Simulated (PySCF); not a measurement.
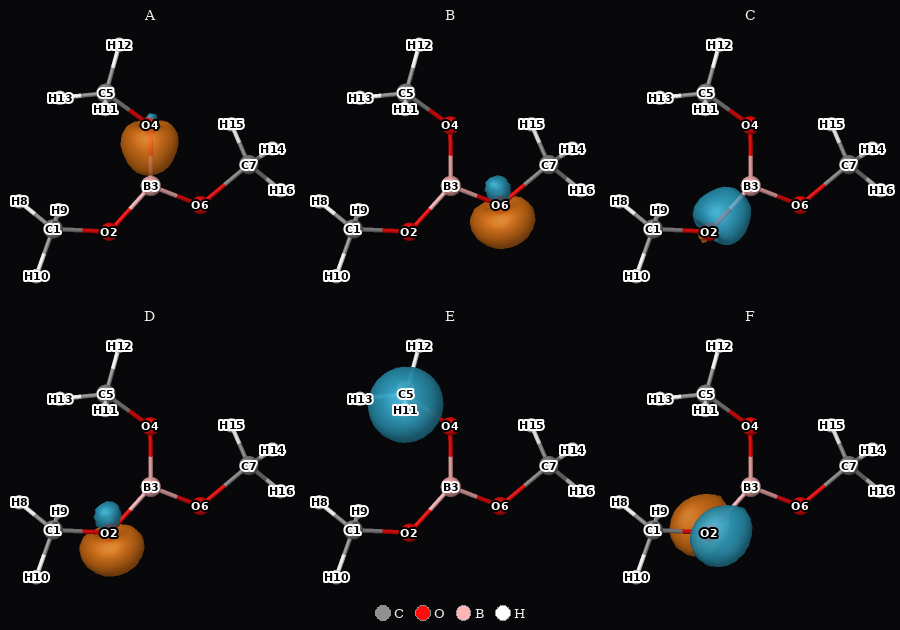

*C$_{3}$H$_{9}$BO$_{3}$, SMILES `COB(OC)OC`. Pipek–Mezey orbitals, occupied; each surface holds about 70 % of the orbital's density. Energies are diagonal elements of the Fock matrix.*

Level of theory: PBE0/def2-SVPD (PySCF), at a geometry from GFN2-xTB. No frequency check shows the geometry to be a minimum.

**What does each orbital represent in a Lewis picture?**

By panel:
- A: σ bond O4–B3 (O4 70 %, B3 29 %; −21.9 eV)
- B: lone pair on O6 (sp2.5-type) (O6 96 %; −12.1 eV)
- C: σ bond O2–B3 (O2 70 %, B3 29 %; −21.9 eV)
- D: lone pair on O2 (sp2.8-type) (O2 96 %; −12.2 eV)
- E: σ bond C5–H11 (C5 55 %, H11 44 %; −14.1 eV)
- F: lone pair on O2 (p-type) (O2 89 %, B3 9 %; −10.0 eV)

**How do all the valence pairs divide up?**

21 pairs: 15 σ bonds and 6 lone pairs.

Cost of the run: 28 s on 1 thread of Intel(R) Xeon(R) Platinum 8488C (Sapphire Rapids) (shared host), peak memory 0.86 GiB.
